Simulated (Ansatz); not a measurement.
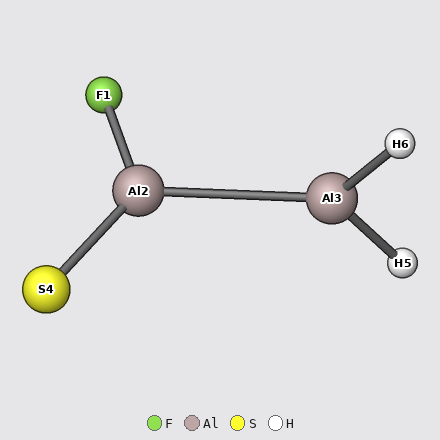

The system is Al₂FH₂S, SMILES [F][Al]([AlH2])[S-], charge −1; the picture shows the reference structure. 
- First axis: angle F1–Al2–Al3. Second axis: dihedral F1–Al2–Al3–H5.
- Nothing is relaxed (all other coordinates rigid).
- The scan uses a 13 × 12 grid.
- Points are written as (first, second).
- Energies are in eV, from the relaxed molecule at the same level.
- Computed with RHF/def2-SVPD (Ansatz).

Its coordinates:

| atom | x (Å) | y (Å) | z (Å) |
| --- | --- | --- | --- |
| F | -2.1488 | -0.9486 | 0.8907 |
| Al | -0.8599 | -0.9991 | -0.2213 |
| Al | 0.7821 | 0.9769 | 0.2644 |
| S | -0.5587 | -2.3781 | -1.7557 |
| H | 0.7139 | 2.4410 | -0.4105 |
| H | 2.0714 | 0.9080 | 1.2324 |

Range: angle F1–Al2–Al3 from 84.4 to 134.4°; dihedral F1–Al2–Al3–H5 from −180 to 150°.

Q: What will the energy surface look like?

A: The lowest grid point is at (109.4°, −90°), 0.000 eV from the relaxed molecule at the same level. There is a further well near (109.4°, 90°) (0.005 eV above the lowest at that grid point). The highest grid point, (134.4°, 0°), lies 0.623 eV above the lowest. On the interpolated surface the easiest way out of the lowest well to the well at (109.4°, 90°) passes a barrier of about 0.063 eV. Round the minimum the two coordinates are nearly uncoupled.

| dihedral F1–Al2–Al3–H5 ↓, angle F1–Al2–Al3 → | 84.4 | 88.5 | 92.7 | 96.9 | 101.0 | 105.2 | 109.4 | 113.5 | 117.7 | 121.9 | 126.0 | 130.2 | 134.4 |
| --- | --- | --- | --- | --- | --- | --- | --- | --- | --- | --- | --- | --- | --- |
| 150 | 0.540 | 0.388 | 0.263 | 0.166 | 0.101 | 0.062 | 0.051 | 0.068 | 0.115 | 0.191 | 0.294 | 0.433 | 0.607 |
| 120 | 0.500 | 0.353 | 0.231 | 0.137 | 0.072 | 0.033 | 0.022 | 0.038 | 0.083 | 0.157 | 0.259 | 0.395 | 0.567 |
| 90 | 0.479 | 0.335 | 0.214 | 0.121 | 0.056 | 0.017 | 0.005 | 0.021 | 0.065 | 0.139 | 0.240 | 0.375 | 0.545 |
| 60 | 0.496 | 0.350 | 0.228 | 0.134 | 0.069 | 0.030 | 0.019 | 0.035 | 0.080 | 0.154 | 0.255 | 0.392 | 0.563 |
| 30 | 0.537 | 0.385 | 0.260 | 0.164 | 0.098 | 0.059 | 0.048 | 0.065 | 0.112 | 0.187 | 0.291 | 0.429 | 0.603 |
| 0 | 0.561 | 0.406 | 0.278 | 0.180 | 0.114 | 0.074 | 0.064 | 0.081 | 0.128 | 0.204 | 0.309 | 0.448 | 0.623 |
| −30 | 0.547 | 0.393 | 0.265 | 0.167 | 0.100 | 0.060 | 0.048 | 0.065 | 0.110 | 0.185 | 0.288 | 0.426 | 0.600 |
| −60 | 0.513 | 0.362 | 0.236 | 0.139 | 0.071 | 0.030 | 0.017 | 0.031 | 0.075 | 0.148 | 0.249 | 0.384 | 0.555 |
| −90 | 0.495 | 0.346 | 0.221 | 0.124 | 0.056 | 0.014 | 0.000 | 0.014 | 0.056 | 0.128 | 0.227 | 0.362 | 0.531 |
| −120 | 0.510 | 0.359 | 0.233 | 0.136 | 0.068 | 0.027 | 0.014 | 0.028 | 0.072 | 0.144 | 0.245 | 0.380 | 0.551 |
| −150 | 0.543 | 0.390 | 0.262 | 0.164 | 0.097 | 0.057 | 0.045 | 0.061 | 0.107 | 0.182 | 0.284 | 0.422 | 0.595 |
| −180 | 0.561 | 0.406 | 0.278 | 0.180 | 0.114 | 0.074 | 0.064 | 0.081 | 0.128 | 0.204 | 0.308 | 0.448 | 0.622 |

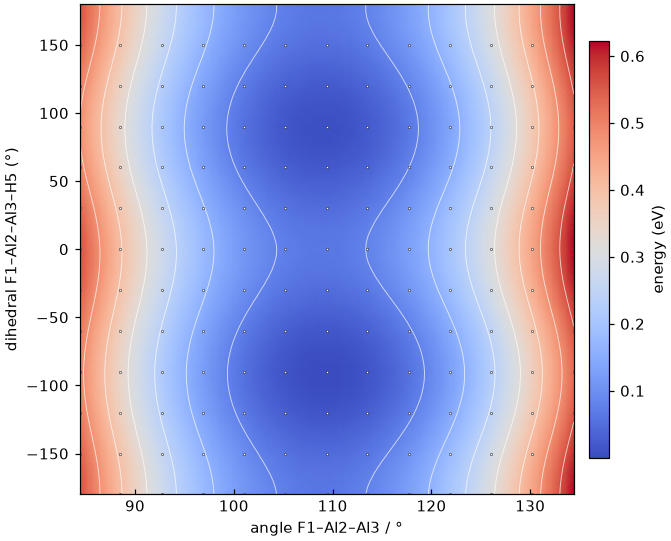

In the figure: a smooth colour map with a few white contour lines, dots at the grid points. Between grid points the surface is interpolated.

The whole map (156 points run) took 13 min on 1 thread of Arm Neoverse V1, with other jobs on the host.
